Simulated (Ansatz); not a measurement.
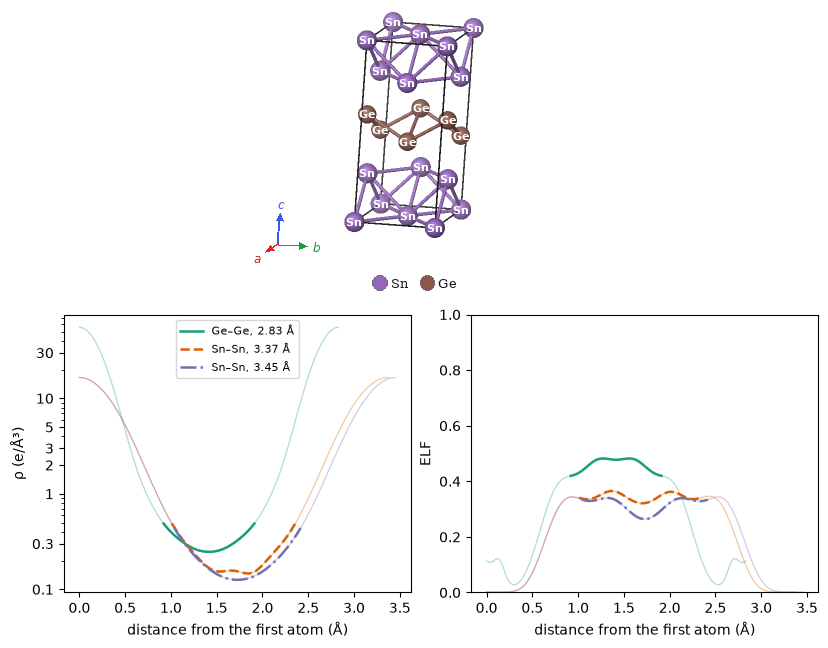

Figure. Sn₃Ge₂. Valence charge density (pseudo) and electron localisation function along straight lines between neighbouring atoms. Thin, pale parts lie inside the atomic spheres. The structure is drawn too.

Space group C2/m; a structure generated by program, which may or may not match a known phase.

Method: DFT PBE, scalar-relativistic, plane waves, PAW (Ansatz 0.2.0).

Core electrons are frozen (PAW), and the valence fields are smoothed inside the atomic spheres.

Input file:

```
crystal:
  lattice:
    - [2.4292223819, -2.1823810894, 0.0]
    - [2.4292223819, 2.1823810894, 0.0]
    - [-2.0496626528, 0.0, 11.6349013504]
  atoms:
    - { symbol: Sn, position: [0.0, 0.0, 0.0] }
    - { symbol: Sn, position: [0.3912708916, 0.3912708916, 0.7680225996] }
    - { symbol: Sn, position: [0.6087291084, 0.6087291084, 0.2319774004] }
    - { symbol: Ge, position: [0.7827812211, 0.7827812211, 0.5721952079] }
    - { symbol: Ge, position: [0.2172187789, 0.2172187789, 0.4278047921] }
basis:
  ecutwfc: 420
kpoints:
  mp_grid: { grid: [12, 12, 4] }
hamiltonian:
  xc: pbe
scf:
  occupations: { method: gaussian, width: 0.1 }
output:
  forces: true
  stress: true
  eigenvalues: true
  write_density: true
  write_potential: true
  elf: true
  volumetric_format: npy
relax:
  adjacent_minimum: "off"
  f_tol: 0.01
  max_steps: 80
  cell: { stress_tol: 0.05 }
```

Launched as:

```sh
ansatz run input.yaml --threads 1 --pin off --max-ram 2560MiB --backend cpu --events-out ev --progress --plain --runs-dir out
```

Below, planes, directions and counts refer to the conventional cell (a = 4.88 Å, b = 4.88 Å, c = 10.50 Å, α = 90.00°, β = 102.76°, γ = 90.00°).

The fields are those of the run's last geometry, not of the input's.

What can be read from the curves?

Ge–Ge (2.83 Å): ρ at the midpoint is about 0.25 e/Å³; the ELF is about 0.50 at the midpoint.
Sn–Sn (3.37 Å): the density is about 0.16 e/Å³ at the midpoint; the ELF is about 0.30 at the midpoint.
Sn–Sn (3.45 Å): the density is about 0.13 e/Å³ at the midpoint; the ELF is about 0.25 at the midpoint (no localised pair shows between them).
